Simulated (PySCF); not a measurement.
C4H9BOSi

```tsv
atom	x (Å)	y (Å)	z (Å)
C	3.2443	-0.0085	0.6889
B	1.7646	-0.4545	0.3353
O	0.8052	0.4678	0.4176
C	-0.5223	0.2655	0.2036
C	-1.3348	-0.6862	0.6794
C	-2.6935	-0.3412	0.1198
Si	-1.8878	1.1837	-0.7445
H	3.6485	-0.6136	1.4981
H	3.3053	1.0338	0.9898
H	3.9078	-0.1521	-0.1616
H	1.5209	-1.5601	-0.0122
H	-1.1109	-1.5171	1.3303
H	-3.0988	-1.1224	-0.5227
H	-3.4352	-0.1416	0.8927
H	-1.8322	1.1550	-2.2053
H	-2.2889	2.5004	-0.2531
```

Geometry: GFN2-xTB.

All numbers below come from PBE0/pcSseg-1, SCF density, gas phase, non-relativistic (PySCF 2.14.0).

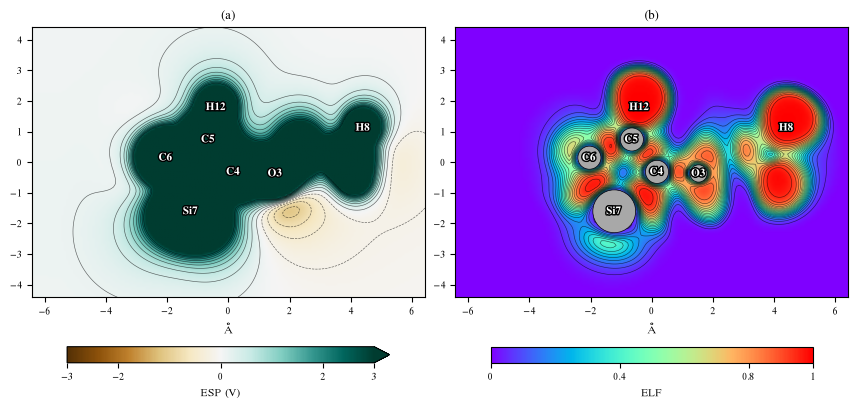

Figure 1. (a) molecular electrostatic potential; (b) ELF on the plane of atoms C4, Si7 and C6. Grey discs cover the atomic cores in the ELF map.

What does the map show?

The plane passes through O, C, Si and H nuclei. C–C (1.34 Å): the ELF peaks at about 0.90 between the atoms; a short, multiple covalent bond. C–O (1.36 Å): the ELF peaks at about 0.90 between the atoms: a shared but strongly polarised pair. C–Si (1.90 Å): the ELF peaks at about 0.95 between the atoms: a shared electron pair. C–H (1.08 Å): the ELF climbs to about 1 towards the hydrogen, as it does in any bond to H: a covalent bond by its length. C–C (1.51 Å): the ELF peaks at about 0.95 between the atoms: a shared electron pair. The ELF also peaks beside O3, away from the bonds: lone-pair regions. Outside the dense part of the molecule the potential is most negative (−1.1 V) near O3.

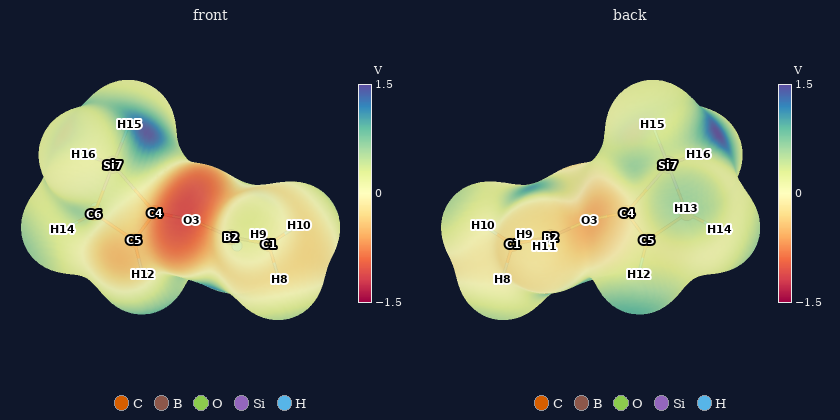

Figure 2. The electrostatic potential painted on the density surface at 0.002 e/bohr³, seen from the front and from behind; the colour scale runs from red (negative) to blue (positive).

Which sites attract a positive test charge, and which a negative one?

A positive charge is drawn to the negative regions and a negative charge to the positive ones. The most negative region (about −1.1 V) lies over O3, the most positive (about +1.4 V) over Si7. O3 is the likeliest acceptor of a hydrogen bond.
